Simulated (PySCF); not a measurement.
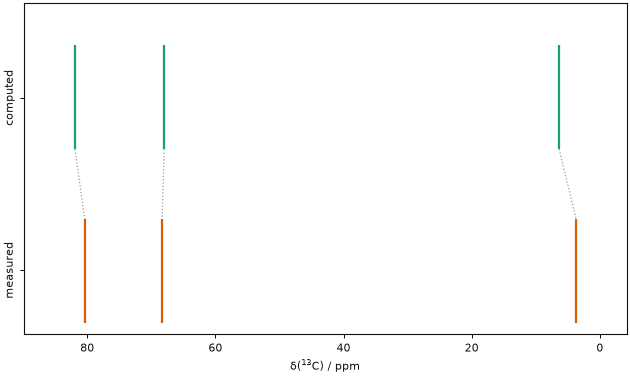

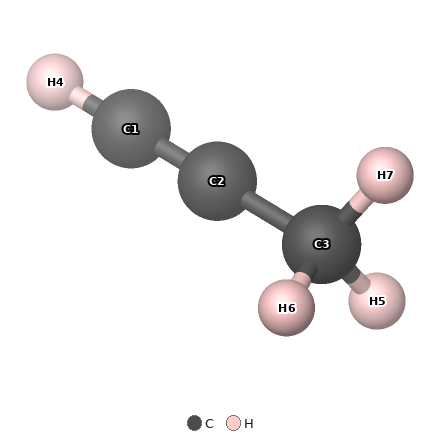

¹³C shifts of C₃H₄, SMILES C#CC against TMS: GIAO WP04/pcSseg-2 (IEF-PCM chloroform) (PySCF 2.14.0) for one gas-phase conformer (PBE0-D3(BJ)/def2-TZVP, like atoms averaged) above, published measurements (solution) below; dotted lines join the same nuclei. Only nuclei with a measured value are shown, one named for each set of like atoms.

How well does the calculation match?

Answer. Mean error 1.3 ppm, mean absolute error 1.5 ppm; the largest is 2.6 ppm, for C3.

Assign the lines.

Answer.
| nucleus | computed | measured |
| --- | --- | --- |
| C2 | 81.9 | 80.4 |
| C1 | 68.0 | 68.3 |
| C3 | 6.3 | 3.7 |
